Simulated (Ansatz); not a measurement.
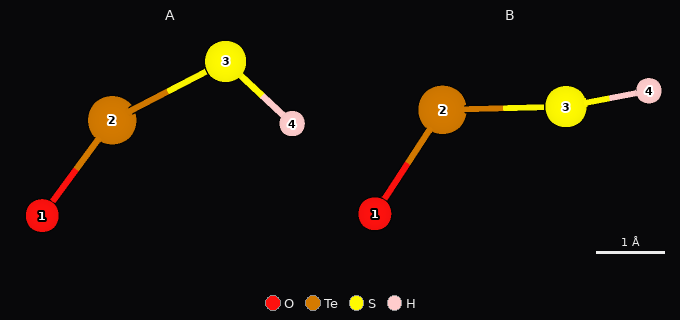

Two geometries of HTeSO (charge −1), drawn at one scale. One is the start of a relaxation, the other its converged end. A ball-and-stick model, seen from a free direction.

Level of theory: RKS PBE-D4/def2-SVPD in Ansatz. Settings: force threshold 0.03 eV/Å; at most 250 steps.

Question: Which one is relaxed?

Answer: Structure A is the relaxed one. It is one of the separated reactants of a reaction. The atom that moves furthest after the best rigid fit is S3 (0.77 Å). By element the largest moves are S 0.77 Å, H 0.66 Å, Te 0.21 Å, O 0.12 Å. Among the contacts that change: Te2–S3 2.313 → 2.579 Å, O1–Te2 2.033 → 1.926 Å, S3–H4 1.360 → 1.367 Å. Among the angles between lasting bonds that change: Te2–S3–H4 163.3° → 98.1°, O1–Te2–S3 98.5° → 108.8°. The energy falls by 1.960 eV in 13 geometry steps. Largest force component: 3.6 eV/Å at the start, 0.0039 eV/Å at the end.
